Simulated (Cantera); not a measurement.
Charge: 1 mol SiHCl₃, 39 mol N₂, 1 mol H₂, 19 mol NH₃, at 1330 Pa.

Method: chemical equilibrium by Gibbs-energy minimisation in Cantera with the NASA 1993 tables (ideal gas, pure condensed phases). Candidate condensed phases: NH₄Cl, Si, Si₃N₄; 28 gas species. The tables' values for SiCl, SiCl₃ are old estimates; treat these amounts as uncertain. Gases not in the tables: Si₂H₆ and higher silanes. Kinetics and transport are ignored.

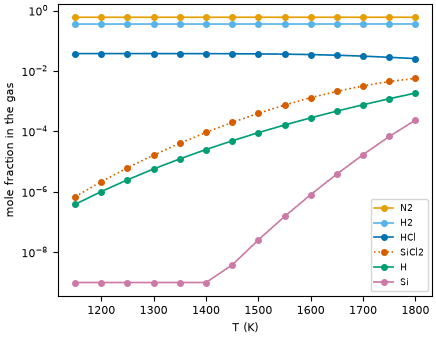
Fig. 1. Equilibrium gas composition (values under 1e-9 drawn at 1e-9)

Task: Read off the mole fractions at 1700 K.

Result: N₂ about 0.60, H₂ about 0.36, HCl about 0.031, SiCl₂ about 0.0032, H about 0.00077, Si about 1.7e-5.
